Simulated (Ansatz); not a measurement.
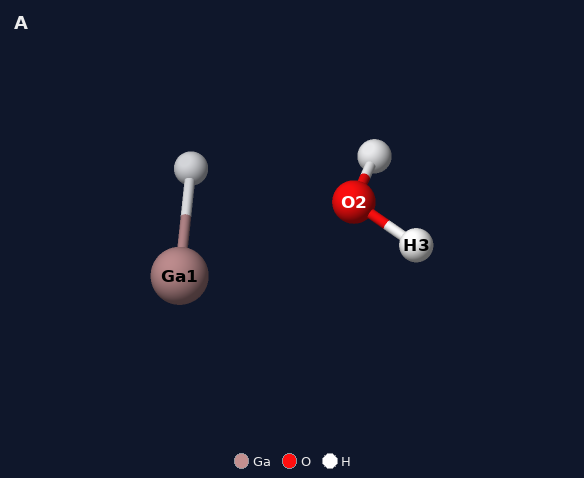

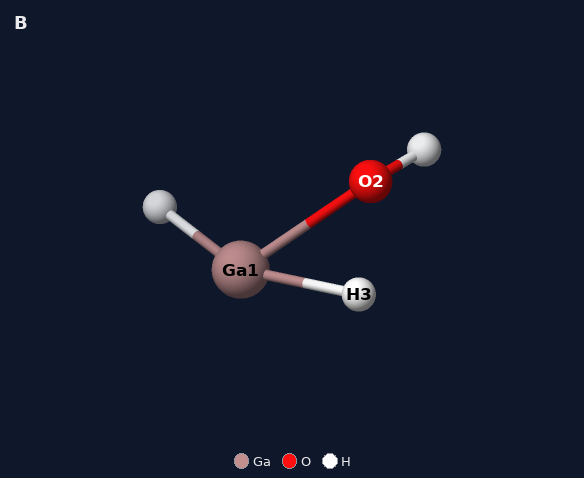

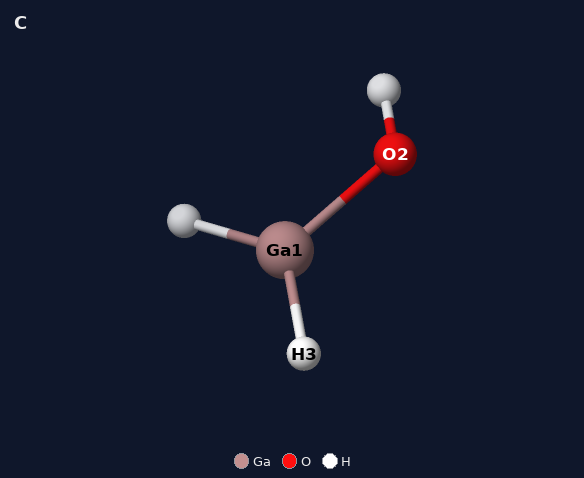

Three stationary points along one reaction path, in mixed order. Sticks follow a distance rule, so a partial bond may show as a full stick or not at all. Charge 0, singlet. Geometries: PBE0-D4/def2-TZVP; all other levels are single points on them, and energies count from the start as drawn. Program: Ansatz 0.2.0. In CBS estimates cores are frozen, and CCSD(T) − MP2 is taken in the smaller basis.

**Which panel shows the transition state?**

B.

**Which bonds form and which break from C to A?**

Formed: O2–H3; broken: Ga1–O2, Ga1–H3. At the saddle point O2···H3 is 1.40 Å, Ga1···O2 is 2.00 Å, Ga1···H3 is 1.65 Å.

Give the electronic barrier and the reaction energy from C to A in kJ/mol (no zero-point energy) with CCSD(T)/CBS (MP2 limit from def2-TZVPP and def2-QZVPP plus CCSD(T) − MP2); ωB97X-V/def2-TZVPP; r2SCAN-D4/def2-TZVPP.

```csv
level,barrier,reaction energy
CCSD(T)/CBS (MP2 limit from def2-TZVPP and def2-QZVPP plus CCSD(T) − MP2),258.9,+103.5
ωB97X-V/def2-TZVPP,270.2,+112.4
r2SCAN-D4/def2-TZVPP,241.6,+114.0
```
